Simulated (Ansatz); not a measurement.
## Lattice dynamics of AlCdBS4 (built on the sites of a database entry of Al2CdS4)

Aim: the vibrations of AlCdBS4 (built on the sites of a database entry of Al2CdS4), their spectra, and whether the structure is stable.

Calculated with Ansatz 0.2.0; DFT PBEsol, scalar-relativistic, plane waves, PAW.

The structure was built from a prototype and need not be the compound's stable phase.

### Step 1. Set-up

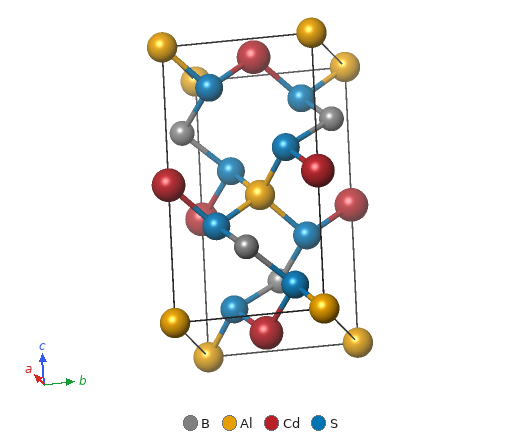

The starting structure, seen from a free direction (boron grey, aluminium orange, cadmium red, sulfur blue). This picture shows the conventional cell, with its axes. Bonds to atoms that aren't drawn are left out. Some periodic images of atoms are drawn too.

### Step 2. Rough relaxation

A rough relaxation comes first, because large forces or stress need no tight tolerances yet.

Input file input.yaml:

```yaml
crystal:
  lattice:
    - [-2.7004, 2.7004, 5.00864]
    - [2.7004, -2.7004, 5.00864]
    - [2.7004, 2.7004, -5.00864]
  atoms:
    - { symbol: B, position: [0.75, 0.25, 0.5] }
    - { symbol: Al, position: [0.0, 0.0, 0.0] }
    - { symbol: Cd, position: [0.5, 0.5, 0.0] }
    - { symbol: S, position: [0.37, 0.38, 0.49] }
    - { symbol: S, position: [0.62, 0.11, 0.99] }
    - { symbol: S, position: [0.89, 0.88, 0.51] }
    - { symbol: S, position: [0.12, 0.63, 0.01] }
kpoints:
  mp_grid: { grid: [6, 6, 6] }
hamiltonian:
  xc: pbesol
scf:
  occupations: { method: gaussian, width: 0.1 }
output:
  forces: true
  stress: true
  eigenvalues: true
relax:
  adjacent_minimum: "off"
  f_tol: 0.05
  max_steps: 80
  cell: { stress_tol: 0.5 }
```

Run with:

```bash
$ ansatz run input.yaml --threads 8 --pin off --max-ram 14336MiB --backend cpu --events-out ev --progress --plain --runs-dir out
```

Numbers of over 12 decimals in the logs are rounded to 6 here.

What it wrote:

```text
The last accepted step is kept in <dir> (removed where the run ends without a failure and the disk answers)
Engine: ansatz 0.2.0, x86_64-unknown-linux-gnu
Pseudopotentials: kind: paw
Pseudopotential: B, paw, valence charge 3, recommended cutoff 420 eV (normal), B.paw.azcp
Pseudopotential: Al, paw, valence charge 3, recommended cutoff 420 eV (normal), Al.paw.azcp
[...]
- [2.788817, 2.788817, -4.510243]
  atoms:
    - { symbol: B, position: [0.75, 0.25, 0.5] }
    - { symbol: Al, position: [4.526688224524502e-19, 5.903248953075439e-19, 1.0553632252223632e-18] }
    - { symbol: Cd, position: [0.5, 0.5, 7.647776824203303e-18] }
    - { symbol: S, position: [0.414776, 0.339678, 0.462728] }
    - { symbol: S, position: [0.660322, 0.123051, 1.075098] }
    - { symbol: S, position: [0.876949, 0.952047, 0.537272] }
    - { symbol: S, position: [0.047953, 0.585224, -0.075098] }
[key lines of the parts left out:]
SCF converged after 4 iterations
Free energy (F): -12405.849631 eV
Fermi energy:    6.668802 eV
P = ⅓ Tr σ = 0.0352 GPa (0.352 kbar)
```

It took 10 s on 8 threads of Intel Xeon Platinum 8488C (Sapphire Rapids), shared host; peak memory 0.72 GiB; 73 s of CPU time.

Step by step:

```
step  energy less that of the first step (eV)  largest force component (eV/Å)  pressure (GPa)  volume (Å³)
   1                                   0.0000                          2.4812           -3.39       146.10
   2                                  -2.1324                          1.3371           -3.57       140.69
   3                                  -2.6532                          0.7429            2.71       135.78
   4                                  -2.8326                          0.1892           -0.69       139.98
   5                                  -2.8775                          0.0626           -0.32       140.44
   6                                  -2.8907                          0.0361            0.03       140.31
  7*                                  -2.8909                          0.0360            0.04       140.31
```

Relaxation steps marked * repeat the geometry before them on a plane-wave basis chosen anew for their cell, so energy and pressure can jump there.

Forces are held to the 4 operations that the run works with; a distortion that breaks them can't arise in this run.

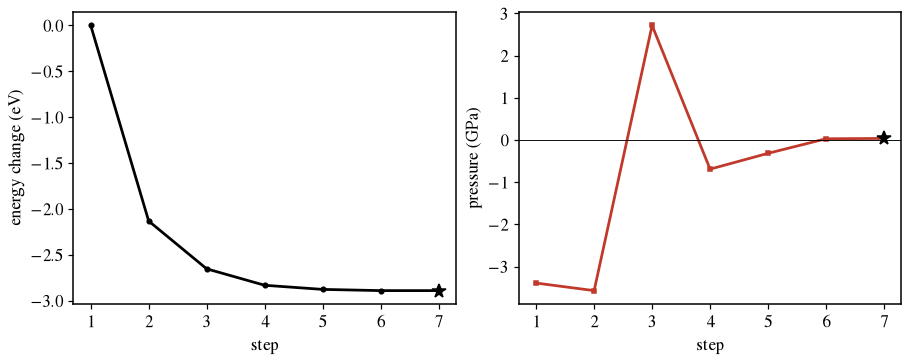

Energy and pressure along the relaxation. Stars mark steps on a basis chosen anew.

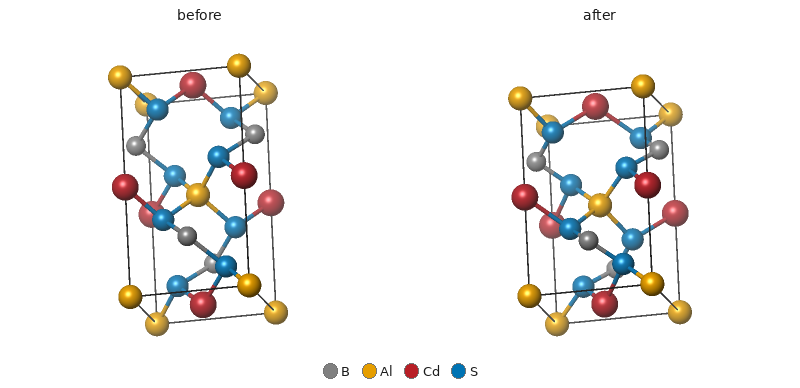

The structure before and after the relaxation, drawn at the same scale. Bonds to atoms that aren't drawn are left out.

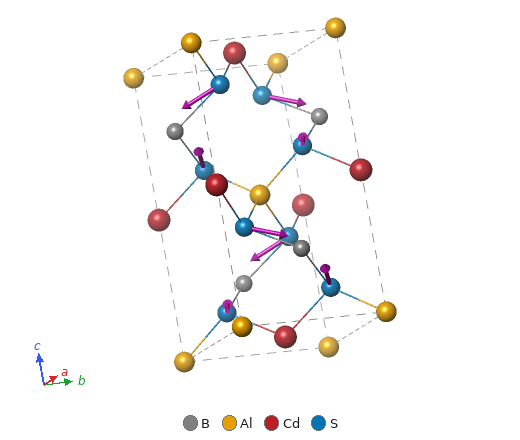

Displacements in the relaxation, exaggerated, measured against the changing cell; the longest in the cell stands for 0.38 Å. Bonds to atoms that aren't drawn are left out. Some periodic images of atoms are drawn too.

```
conventional cell, symmetrised  before  after   change
                         a (Å)   5.401  5.578   +3.3 %
                         b (Å)   5.401  5.578   +3.3 %
                         c (Å)  10.017  9.020  -10.0 %
              volume (Å³/atom)   20.87  20.04   -4.0 %
```

The atoms that moved most (Å, as changes of fractional coordinates times the final cell):

```
atom      dx      dy      dz  length
  S6   0.313  -0.161   0.143   0.380
  S4  -0.313   0.161   0.143   0.380
  S5   0.161   0.313  -0.143   0.380
  S7  -0.161  -0.313  -0.143   0.380
```

This step gave:

* pressure: 0.03516 GPa
* gap on the k-mesh: 2.798 eV
* volume per atom: 20.04 Å³
* direct gap on mesh: 2.889 eV

In this step the volume went from 20.87 to 20.04 Å³/atom.

### Step 3. Relaxation

The cell and atoms are relaxed, since residual forces and stress would shift the frequencies.

Input file input.yaml:

```yaml
crystal:
  lattice:
    - [-2.7888167334, 2.7888167334, 4.5102426947]
    - [2.7888167334, -2.7888167334, 4.5102426947]
    - [2.7888167334, 2.7888167334, -4.5102426947]
  atoms:
    - { symbol: B, position: [0.75, 0.25, 0.5] }
    - { symbol: Al, position: [0.0, 0.0, 0.0] }
    - { symbol: Cd, position: [0.5, 0.5, 0.0] }
    - { symbol: S, position: [0.414775668, 0.3396776838, 0.4627282233] }
    - { symbol: S, position: [0.6603223162, 0.1230505395, 1.0750979842] }
    - { symbol: S, position: [0.8769494605, 0.9520474447, 0.5372717767] }
    - { symbol: S, position: [0.0479525553, 0.585224332, -0.0750979842] }
kpoints:
  mp_grid: { grid: [6, 6, 6] }
hamiltonian:
  xc: pbesol
scf:
  occupations: { method: gaussian, width: 0.02 }
output:
  forces: true
  stress: true
  eigenvalues: true
  write_density: true
  write_potential: true
  elf: true
  volumetric_format: npy
relax:
  adjacent_minimum: "off"
  f_tol: 0.005
  max_steps: 80
  cell: { stress_tol: 0.05 }
```

What it wrote:

```text
[...]
Crystal: 7 atoms, lattice volume = 140.314 Å³
Basis set: ecut = 420 eV, 2711 PW (Γ), exchange–correlation on 90×90×90 points (8 copies of the dense FFT grid, shifted against one another)
Bands: 32, of which v1, the nominal top of the filled ones, is band 25 counted from 1 (24 counted from 0)
Symmetry: 4 space group operations
[...]
k-points: 36 of 216 (time reversal used)
[...]
SCF iter   1: F=—  HF=-12405.856949 eV  |F-HF|=—  |Δ(HF+E_count)|=         —  Δρ=4.23e-3  dr2=3.12e-2  ethr=1.77e-3  ⟨swp⟩=7.2  Hψ=5472  notcnv=0  defer=1
[...]
SCF iter   7: F=-12405.849631 eV  HF=-12405.849631 eV  |F-HF|=2.62e-8  |Δ(HF+E_count)|=   3.24e-7  Δρ=4.39e-6  dr2=4.18e-8  ethr=2.00e-10  ⟨swp⟩=14.3  Hψ=8343  notcnv=0
SCF 1 converged in 7 iterations: F = -12405.849631 eV  dr2 = 4.18e-8
[...]
relax step   1: F+E_penalty+E_count = -12405.84963144 eV  Δ(F+E_penalty+E_count) = +0.000e0 eV  max|allowed force component| = 3.596e-2 eV/Å  Δτ_max = 0.0000 Å  P = +0.035 GPa  Ω = 140.314 Å³  (7 SCF iters, dr2 threshold 1.00e-7 eV, accepted)
Crystal: 7 atoms, lattice volume = 140.282 Å³
[...]
SCF iter   4: F=-12405.850060 eV  HF=-12405.850060 eV  |F-HF|=1.11e-8  |Δ(HF+E_count)|=   1.82e-8  Δρ=7.31e-6  dr2=7.37e-8  ethr=1.62e-10  ⟨swp⟩=7.8  Hψ=7774  notcnv=0
SCF 2 converged in 4 iterations: F = -12405.850060 eV  dr2 = 7.37e-8
relax step   2: F+E_penalty+E_count = -12405.85006049 eV  Δ(F+E_penalty+E_count) = -4.290e-4 eV  max|allowed force component| = 5.698e-3 eV/Å  Δτ_max = 0.0036 Å  P = +0.042 GPa  Ω = 140.282 Å³  energy of the carried Pulay correction = +6.334e-6 eV  (4 SCF iters, dr2 threshold 8.08e-8 eV, accepted)
Crystal: 7 atoms, lattice volume = 140.320 Å³
[...]
SCF iter   5: F=-12405.850110 eV  HF=-12405.850110 eV  |F-HF|=1.07e-9  |Δ(HF+E_count)|=   7.21e-9  Δρ=7.70e-7  dr2=1.11e-9  ethr=2.36e-11  ⟨swp⟩=8.2  Hψ=6254  notcnv=0
SCF 3 converged in 5 iterations: F = -12405.850110 eV  dr2 = 1.11e-9
relax step   3: F+E_penalty+E_count = -12405.85011024 eV  Δ(F+E_penalty+E_count) = -4.975e-5 eV  max|allowed force component| = 1.597e-3 eV/Å  Δτ_max = 0.0004 Å  P = +0.009 GPa  Ω = 140.320 Å³  energy of the carried Pulay correction = -1.355e-6 eV  (5 SCF iters, dr2 threshold 1.18e-8 eV, accepted)
[...]
SCF iter   1: F=—  HF=-12405.850105 eV  |F-HF|=—  |Δ(HF+E_count)|=         —  Δρ=3.75e-6  dr2=3.93e-9  ethr=2.54e-7  ⟨swp⟩=3.0  Hψ=8874  notcnv=0
eigensolver tolerance schedule: the retry pair's looser diagonalisation over-reported the residual by 32324.12 of it (diagonalisation noise at an unbounded share of the residual, at the tolerance the schedule requests for it); recorded, not acted on — ethr = c·dr2/N_el stays at c = 1.0e-1
SCF iter   2: F=—  HF=-12405.850107 eV  |F-HF|=—  |Δ(HF+E_count)|=   1.68e-6  Δρ=1.97e-6  dr2=1.25e-9  ethr=7.85e-12  ⟨swp⟩=4.0  Hψ=2905  notcnv=0
[...]
SCF iter   4: F=-12405.850107 eV  HF=-12405.850107 eV  |F-HF|=2.36e-11  |Δ(HF+E_count)|=  1.53e-10  Δρ=1.65e-7  dr2=4.52e-11  ethr=1.00e-12  ⟨swp⟩=6.6  Hψ=5435  notcnv=0
SCF 4 converged in 4 iterations: F = -12405.850107 eV  dr2 = 4.52e-11
relax step   4: F+E_penalty+E_count = -12405.85010667 eV  Δ(F+E_penalty+E_count) = +3.563e-6 eV  max|allowed force component| = 1.598e-3 eV/Å  Δτ_max = 0.0000 Å  P = +0.009 GPa  Ω = 140.320 Å³  stress off target by 1.94e-2 GPa  SCF on the basis re-selected at this cell (its energy is not comparable with the rows above)  (4 SCF iters)
basis re-selected at this cell: Δ(F+E_penalty+E_count) = +3.563e-6 eV, ΔP = +0.000 GPa vs the last step (what re-selecting the basis moved, of the pressure what is left beyond the Pulay correction that the steps carried, after the strain that the cell walked since its last selection, with what the two solves' SCF thresholds leave and, on support functions, any second-order correction that the steps lacked; it is no m [...]
SCF converged after 4 iterations
Free energy (F): -12405.850107 eV
[...]
Internal energy: -12405.850107 eV  (E = F + TS)
E sigma→0 (E₀):  -12405.850107 eV
Fermi energy:    6.666483 eV
[...]
--- Forces (eV/Å), atoms counted from 1 ---
  atom   1  B      0.00000000    -0.00000000     0.00000000
  atom   2  Al     0.00000000    -0.00000000     0.00000000
  atom   3  Cd    -0.00000000     0.00000000     0.00000000
  atom   4  S     -0.00142984    -0.00158638     0.00159807
  atom   5  S     -0.00158638     0.00142984    -0.00159807
  atom   6  S      0.00142984     0.00158638     0.00159807
  atom   7  S      0.00158638    -0.00142984    -0.00159807
  max |Σ_I F_I| component: 6.94e-17 eV/Å
--- Stress (GPa, compression-positive) ---
        0.019390      -0.000017      -0.000000
        0.000017       0.019390      -0.000000
       -0.000000      -0.000000      -0.012435
  P = ⅓ Tr σ = 0.0088 GPa (0.088 kbar)
--- Band table (eV; the first three rows and the last of 36) ---
  k-point 0: bands = [... 21 lower, 3.8883, 4.9540, 4.9540, 5.1912, 8.0629, 8.6264, 10.2253, 10.7651, ... 3 higher]
  k-point 1: bands = [... 21 lower, 4.1858, 4.3820, 4.8015, 4.9520, 8.6578, 9.1574, 10.4313, 10.6341, ... 3 higher]
  k-point 2: bands = [... 21 lower, 4.2801, 4.3201, 4.6614, 4.9466, 9.0809, 9.5543, 10.1031, 10.3614, ... 3 higher]
  k-point 35: bands = [... 21 lower, 3.7576, 4.1430, 4.8828, 4.8828, 8.8860, 9.2768, 9.2768, 9.3946, ... 3 higher]
--- Relaxed structure (3 steps of the walk, 3 accepted, 1 SCFs on fresh bases) ---
[...]
cell:  # Å, volume = 140.3203 Å³
    - [-2.792551, 2.792551, 4.498404]
    - [2.792551, -2.792551, 4.498404]
    - [2.792551, 2.792551, -4.498404]
  atoms:
    - { symbol: B, position: [0.75, 0.250000, 0.5] }
    - { symbol: Al, position: [0, 0, 0] }
    - { symbol: Cd, position: [0.5, 0.5, 0] }
    - { symbol: S, position: [0.414881, 0.339655, 0.463443] }
    - { symbol: S, position: [0.660345, 0.123788, 1.075225] }
    - { symbol: S, position: [0.876212, 0.951437, 0.536557] }
    - { symbol: S, position: [0.048563, 0.585119, -0.075225] }
```

Wall time 5.6 s (8 threads); peak memory 0.72 GiB.

The steps of the relaxation:

```
step  energy less that of the first step (eV)  largest force component (eV/Å)  pressure (GPa)  volume (Å³)
   1                                   0.0000                          0.0360            0.04       140.31
   2                                  -0.0004                          0.0057            0.04       140.28
   3                                  -0.0005                          0.0016            0.01       140.32
  4*                                  -0.0005                          0.0016            0.01       140.32
```

Relaxation steps marked * repeat the geometry before them on a plane-wave basis chosen anew for their cell, so energy and pressure can jump there.

Forces are held to the 4 operations that the run works with; a distortion that breaks them can't arise in this run.

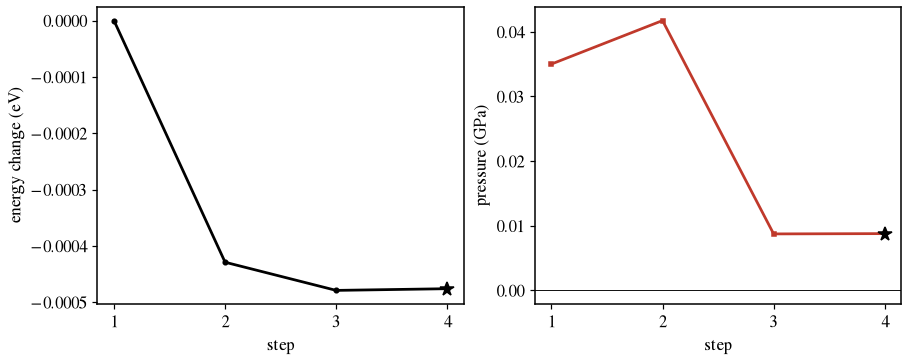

Energy and pressure along the relaxation. Stars mark steps on a basis chosen anew.

```
conventional cell, symmetrised  before  after  change
                         a (Å)   5.578  5.585  +0.1 %
                         b (Å)   5.578  5.585  +0.1 %
                         c (Å)   9.020  8.997  -0.3 %
              volume (Å³/atom)   20.04  20.05  +0.0 %
```

Numbers from this step:

* pressure: 0.008782 GPa
* gap on the k-mesh: 2.793 eV
* volume per atom: 20.05 Å³
* direct gap on mesh: 2.872 eV

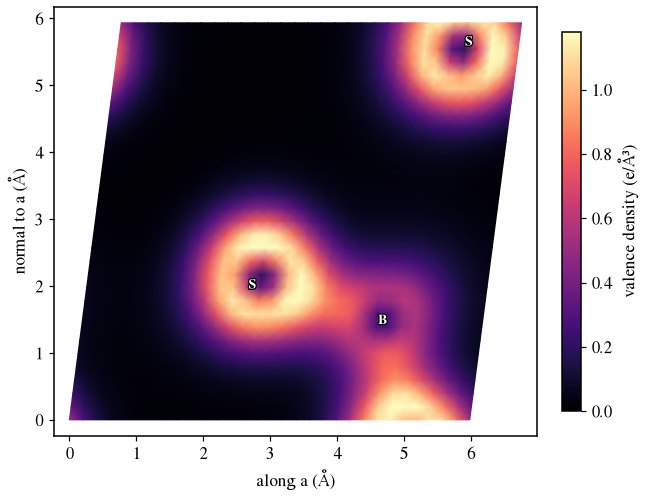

Valence density in the ab plane of the cell as run, not the conventional one, at fractional z = 0.500, with atoms of B and S within 0.2 Å of it. It is the smooth field of the valence electrons, not physical close to the nuclei.

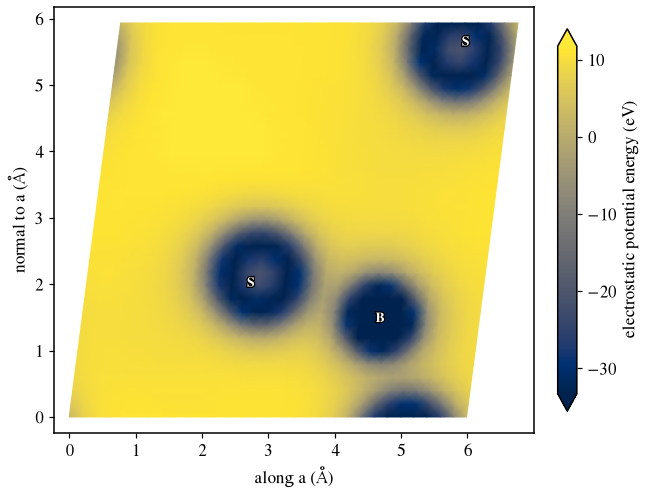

Electrostatic potential energy in the ab plane of the cell as run, not the conventional one, at fractional z = 0.500, with atoms of B and S within 0.2 Å of it. With pseudopotentials it is smooth inside the atoms' cores, unlike the true potential.

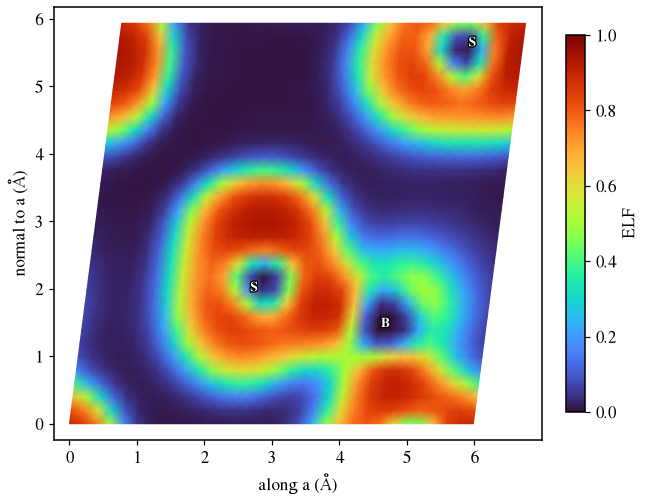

ELF in the ab plane of the cell as run, not the conventional one, at fractional z = 0.500, with atoms of B and S within 0.2 Å of it. It is the smooth field of the valence electrons, not physical close to the nuclei.

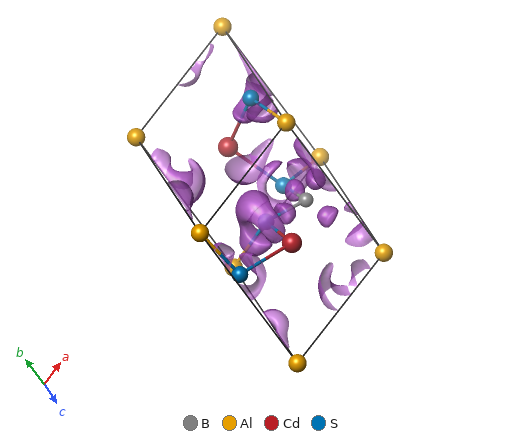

Surface of ELF = 0.85. Drawn on the cell as run, not the conventional one. Bonds to atoms that aren't drawn are left out.

In this step the volume went from 20.04 to 20.05 Å³/atom.

(Part 1 of 3 ends here.)

[Logs are printed without paths, hosts, clocks, repeated set-up lines and the standing remarks that a program may print on its own settings, such as how far it seeks lower states.]

[Hosts, paths, dates, database ids (printed as entryN), source tags and the programs' standing remarks are cut or masked in the printed files.]
